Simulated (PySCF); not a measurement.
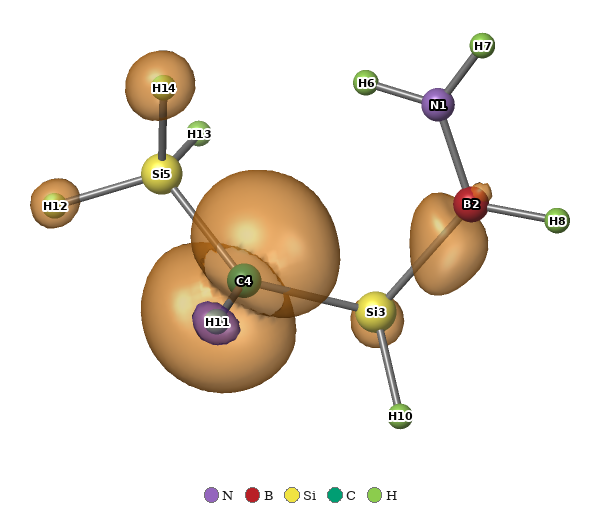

Figure. CH9BNSi2 (SMILES NB[SiH2][CH][SiH3]) (doublet). Isosurfaces of the spin density at +0.02 (orange) and −0.02 e/Å³ (purple), seen across its widest extent.

Geometry: GFN2-xTB.

All numbers below come from UKS B3LYP, pcH-1 on B C H N Si, non-relativistic, mean-field spin-orbit, GIAO (PySCF 2.14.0, density-fitted response routines).

```json
{"atom": "N", "x (Å)": "1.8439", "y (Å)": "0.9264", "z (Å)": "-0.1711"}
{"atom": "B", "x (Å)": "1.9289", "y (Å)": "-0.4117", "z (Å)": "0.1348"}
{"atom": "Si", "x (Å)": "0.2992", "y (Å)": "-1.5325", "z (Å)": "0.1020"}
{"atom": "C", "x (Å)": "-1.1629", "y (Å)": "-0.5100", "z (Å)": "0.6180"}
{"atom": "Si", "x (Å)": "-1.9427", "y (Å)": "0.8988", "z (Å)": "-0.2981"}
{"atom": "H", "x (Å)": "0.9786", "y (Å)": "1.3906", "z (Å)": "-0.4009"}
{"atom": "H", "x (Å)": "2.6313", "y (Å)": "1.5561", "z (Å)": "-0.1925"}
{"atom": "H", "x (Å)": "2.9953", "y (Å)": "-0.8384", "z (Å)": "0.3859"}
{"atom": "H", "x (Å)": "0.0398", "y (Å)": "-2.0535", "z (Å)": "-1.2605"}
{"atom": "H", "x (Å)": "0.3446", "y (Å)": "-2.7263", "z (Å)": "0.9723"}
{"atom": "H", "x (Å)": "-1.5056", "y (Å)": "-0.6405", "z (Å)": "1.6378"}
{"atom": "H", "x (Å)": "-3.4057", "y (Å)": "0.8687", "z (Å)": "-0.1917"}
{"atom": "H", "x (Å)": "-1.5454", "y (Å)": "0.8659", "z (Å)": "-1.7118"}
{"atom": "H", "x (Å)": "-1.4999", "y (Å)": "2.2060", "z (Å)": "0.2390"}
```

Q: Which atoms carry the spin?

A: The unpaired spin (1 electron) lies mostly on C4 (about 0.7), in electrons by Hirshfeld's partition.
